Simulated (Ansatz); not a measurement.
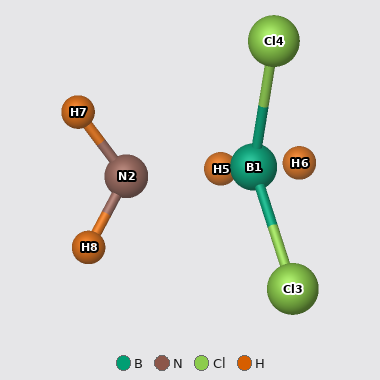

The system is the reacting system BCl2H4N (fragments BCl₂H₂N + H₂ where the first distance is long, BCl₂H₄N where the second is long); the picture shows the reference structure. The first coordinate is: distance B1–H6 (bond that forms); the second: distance H5–H6 (bond that breaks). Relaxed at each point: all other coordinates. The grid has 9 × 9 points. Points are written as (first, second). All energies are given in eV relative to the lowest grid point. Energies and slopes of some neighbouring points disagree (a jump in structure or state, or too coarse a mesh). The reference is spin-restricted, so regions where a bond is pulled apart into radicals lie too high. Computed with RKS r2SCAN-D4/def2-SVP (Ansatz).

Its coordinates:

```xyz
8

B    -0.6380    0.3187   -0.2630
N     0.9713   -0.3844    0.1506
Cl   -1.5401   -0.6570   -1.4412
Cl   -0.6219    2.0933   -0.3341
H    -0.0767   -0.3725    0.9919
H    -1.0195   -0.1174    1.1374
H     1.7141    0.3115    0.1800
H     1.2107   -1.1922   -0.4214
```

Range: distance B1–H6 (bond that forms) from 1.035 to 2.535 Å; distance H5–H6 (bond that breaks) from 0.666 to 2.466 Å.

> What will the energy surface look like?

The lowest grid point is at (2.082 Å, 2.466 Å). It lies on the edge of the grid, but the force there points inwards, so the minimum lies inside the range. Other grid points that lie below all their neighbours: (1.300 Å, 2.189 Å) (1.91 eV higher). The energy also falls towards the edge at (2.535 Å, 0.800 Å) (0.14 eV above the lowest), where a further well may lie outside the range. The highest grid point, (1.475 Å, 2.466 Å), lies 5.34 eV above the lowest.

| second ↓, first → | 1.035 | 1.146 | 1.300 | 1.475 | 1.666 | 1.869 | 2.082 | 2.304 | 2.535 |
| --- | --- | --- | --- | --- | --- | --- | --- | --- | --- |
| 2.466 | 4.54 | 3.17 | 1.97 | 5.34 | 0.67 | 0.25 | 0.00 | 0.02 | 0.30 |
| 2.189 | 3.96 | 2.86 | 1.91 | 4.95 | 1.21 | 0.22 | 0.06 | 0.19 | 0.59 |
| 1.922 | 3.85 | 3.70 | 2.54 | 4.43 | 0.82 | 0.34 | 0.24 | 0.54 | 0.99 |
| 1.666 | 4.13 | 3.04 | 2.00 | 3.78 | 3.71 | 0.49 | 0.64 | 1.07 | 1.34 |
| 1.423 | 3.63 | 2.62 | 1.73 | 3.01 | 2.88 | 2.79 | 2.72 | 2.65 | 2.62 |
| 1.194 | 3.35 | 2.44 | 1.73 | 2.17 | 1.97 | 1.83 | 1.73 | 1.67 | 1.64 |
| 0.984 | 3.10 | 2.33 | 1.81 | 1.41 | 1.13 | 0.93 | 0.80 | 0.73 | 0.68 |
| 0.800 | 2.97 | 2.13 | 1.48 | 1.01 | 0.68 | 0.44 | 0.28 | 0.19 | 0.14 |
| 0.666 | 3.36 | 2.48 | 1.77 | 1.26 | 0.89 | 0.63 | 0.46 | 0.35 | 0.30 |

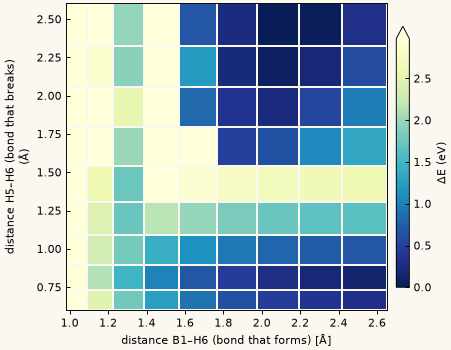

In the figure: one coloured cell a grid point, one colour for all values above the top of the scale.

The whole map (81 points run) took 27 min on 1 thread of Intel(R) Xeon(R) Platinum 8375C CPU @ 2.90GHz (Ice Lake), with other jobs on the host.
